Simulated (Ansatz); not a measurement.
A series of calculations on Si2H6Se

**1. Relaxation**

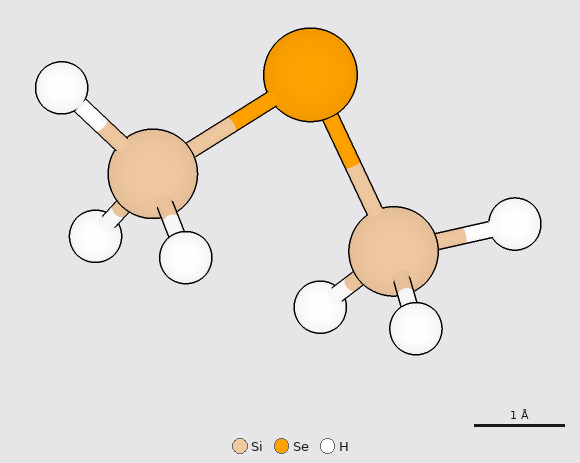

Starting structure of Si$_{2}$H$_{6}$Se. A ball-and-stick model, seen at a tilt.

The run prepares an end point of a later path (hydrogen shift) calculation, from a guessed geometry.

Level of theory: RKS r2SCANh-D4/def2-SVP in Ansatz 0.2.0.

The input:
```yaml
crystal:
  periodic: [false, false, false]
  atoms:
    - { symbol: Si, position_ang: [-0.6902, 1.0618, -0.9201] }
    - { symbol: Se, position_ang: [1.4287, 0.4547, -0.6739] }
    - { symbol: Si, position_ang: [0.7801, -1.0888, 0.8696] }
    - { symbol: H, position_ang: [-1.469, -0.0273, -1.3885] }
    - { symbol: H, position_ang: [-0.8096, 2.1751, -1.9495] }
    - { symbol: H, position_ang: [-1.2618, 1.612, 0.3511] }
    - { symbol: H, position_ang: [2.0314, -1.8034, 1.3671] }
    - { symbol: H, position_ang: [-0.084, -2.0323, 0.2705] }
    - { symbol: H, position_ang: [0.1628, -0.3982, 2.0566] }
basis:
  gaussian: { orbitals: def2-SVP }
hamiltonian:
  xc: r2scanh
  dispersion: d4
relax:
  f_tol: 0.02
  max_steps: 50
```

Launched with:
```bash
ansatz run input.yaml --threads 2 --pin off --max-ram 3072MiB --backend cpu --events-out ev --progress --plain --runs-dir out
```

Question: Predict the outcome.

Answer: The energy falls by 0.221 eV in 4 geometry steps. The largest force component goes from 2.1 to 0.014 eV/Å. The largest move after the best rigid fit is that of H4, 0.17 Å. Largest moves by element: H 0.17 Å, Si 0.12 Å, Se 0.06 Å. Some distances before and after: Si3–H8 1.413 → 1.491 Å, Si1–H4 1.418 → 1.491 Å, Si1–Se2 2.218 → 2.285 Å, Si1–H5 1.521 → 1.487 Å. Among the angles between lasting bonds that change: Si1–Se2–Si3 89.4° → 95.2°, Se2–Si1–H5 110.5° → 106.2°, H8–Si3–H9 112.9° → 108.7°. Cost: 15 s on 2 threads of Intel(R) Xeon(R) Platinum 8488C (Sapphire Rapids), with other jobs on the host, peak memory 0.26 GiB.

The structure at the end:

```xyz
9

Si   -0.7582    1.1451   -0.9692
Se    1.3905    0.4468   -0.6289
Si    0.8507   -1.1313    0.9326
H    -1.6109    0.0236   -1.4561
H    -0.6887    2.2168   -1.9979
H    -1.3496    1.6828    0.2890
H     2.1305   -1.7750    1.3323
H    -0.0767   -2.1489    0.3614
H     0.2010   -0.5064    2.1197
```

The end point in the same view:

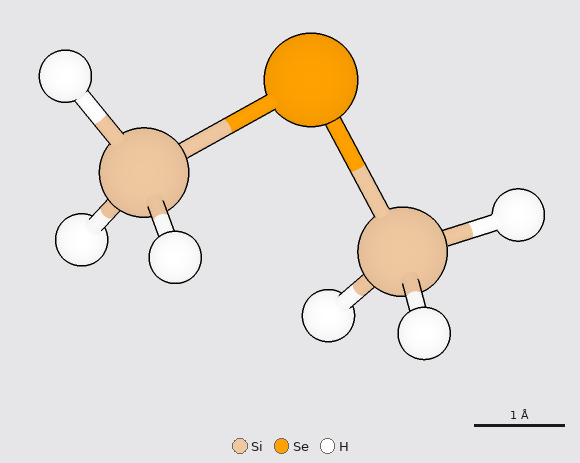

**2. Relaxation**

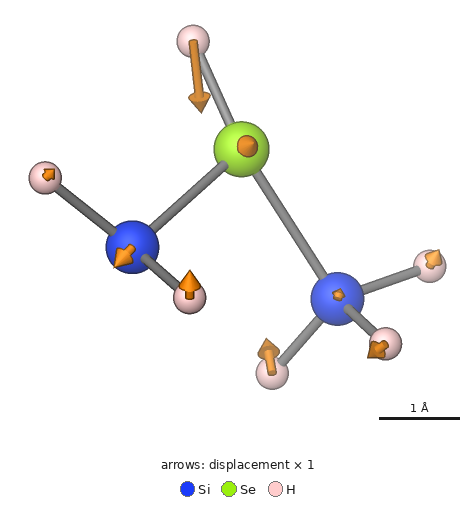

A relaxation of Si2H6Se. The starting structure is drawn; orange arrows show the displacements, at their true length. The two geometries are superimposed by the best rigid fit.

Style: ball-and-stick. Shown from a free direction.

The run prepares an end point of a later path (hydrogen shift) calculation, from a guessed geometry.

These are results of RKS r2SCANh-D4/def2-SVP (Ansatz 0.2.0), not measurements.

Input
```yaml
crystal:
  periodic: [false, false, false]
  atoms:
    - { symbol: Si, position_ang: [-0.6902, 1.0618, -0.9201] }
    - { symbol: Se, position_ang: [1.4287, 0.4547, -0.6739] }
    - { symbol: Si, position_ang: [0.7801, -1.0888, 0.8696] }
    - { symbol: H, position_ang: [2.31182, 0.91429, -1.8357] }
    - { symbol: H, position_ang: [-0.8096, 2.1751, -1.9495] }
    - { symbol: H, position_ang: [-1.2618, 1.612, 0.3511] }
    - { symbol: H, position_ang: [2.0314, -1.8034, 1.3671] }
    - { symbol: H, position_ang: [-0.084, -2.0323, 0.2705] }
    - { symbol: H, position_ang: [0.1628, -0.3982, 2.0566] }
basis:
  gaussian: { orbitals: def2-SVP }
hamiltonian:
  xc: r2scanh
  dispersion: d4
relax:
  f_tol: 0.02
  max_steps: 50
```

Launched with:
```bash
ansatz run input.yaml --threads 2 --pin off --max-ram 3072MiB --backend cpu --events-out ev --progress --plain --runs-dir out
```

**Which element moves most?**

Hydrogen: up to 1.02 Å, against 0.47 Å for selenium.

**Describe the change and its energy.**

H4 moves most after the best rigid fit: 1.02 Å. By element the largest moves are H 1.02 Å, Se 0.47 Å, Si 0.40 Å. Among the contacts that change: Si1–Se2 2.218 → 2.558 Å, Si3–H8 1.413 → 1.482 Å, Se2–H4 1.530 → 1.474 Å, Se2–Si3 2.277 → 2.333 Å. Among the angles between lasting bonds that change: Si3–Se2–H4 152.0° → 92.1°, Se2–Si1–H6 111.8° → 82.6°, Se2–Si1–H5 110.5° → 87.1°. After 16 geometry steps the energy has fallen by 57.4 kcal/mol. Largest force component: 2.9 eV/Å at the start, 0.017 eV/Å at the end.

**3. Path**

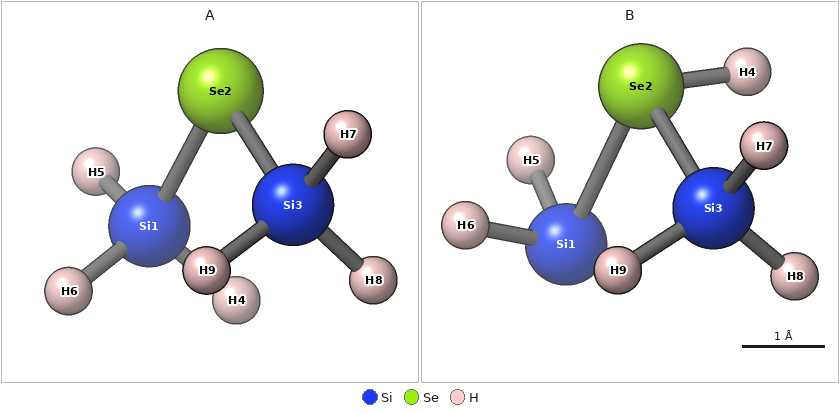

The two relaxed end points of a path for Si2H6Se. Style: ball-and-stick. Shown from a free direction.

These are results of RKS r2SCANh-D4/def2-SVP in Ansatz, not measurements.

Settings: 5 movable images; climbing image; force threshold 0.05 eV/Å; iteration limit 60.

Start:
```xyz
9

Si   -0.7584    1.1450   -0.9691
Se    1.3903    0.4465   -0.6295
Si    0.8509   -1.1312    0.9325
H    -1.6114    0.0236   -1.4556
H    -0.6892    2.2166   -1.9981
H    -1.3493    1.6830    0.2892
H     2.1307   -1.7750    1.3319
H    -0.0769   -2.1488    0.3618
H     0.2017   -0.5061    2.1197
```

End:
```xyz
9

Si   -1.5195    1.2480   -0.4646
Se    0.8496    0.3775   -0.8796
Si    0.6059   -1.1456    0.8709
H     0.5664   -0.6564   -1.8909
H    -1.3313    2.1218   -1.7065
H    -0.7811    2.2446    0.4385
H     1.8893   -1.8783    1.0470
H    -0.5011   -2.0670    0.5230
H     0.3101   -0.2909    2.0453
```

### What barrier does the band find between them, and by what path?

Forward barrier 62.3 kcal/mol, backward barrier 8.6 kcal/mol, with image 4 at the top; the reaction energy is +53.7 kcal/mol. A hydrogen atom shifts from one atom to another. Breaking: Si1–H4 (1.49 → 2.15 at the top → 3.16 Å). Forming: Se2–H4 (3.14 → 1.51 at the top → 1.47 Å). The band converged in 16 iterations. The largest component of the band force went from 3.8 to 0.047 eV/Å. The climbing image converged on the top of the path. Its vibrational analysis gives one imaginary mode (655i cm⁻¹), as a transition state must have.

Energies of the converged images:

```tsv
image	path (Å)	E (kcal/mol)
0	0.00	0.0
1	0.81	0.2
2	1.62	2.5
3	2.43	38.4
4	3.24	62.3
5	4.82	56.6
6	6.40	53.7
```

The geometry at the top of the path:

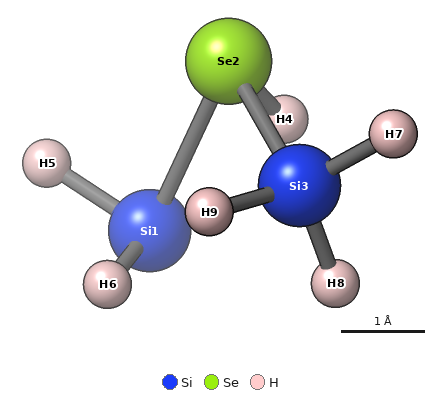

The run took 3.6 min on 2 threads of Intel(R) Xeon(R) Platinum 8488C (Sapphire Rapids), with other jobs on the host, peak memory 0.27 GiB.
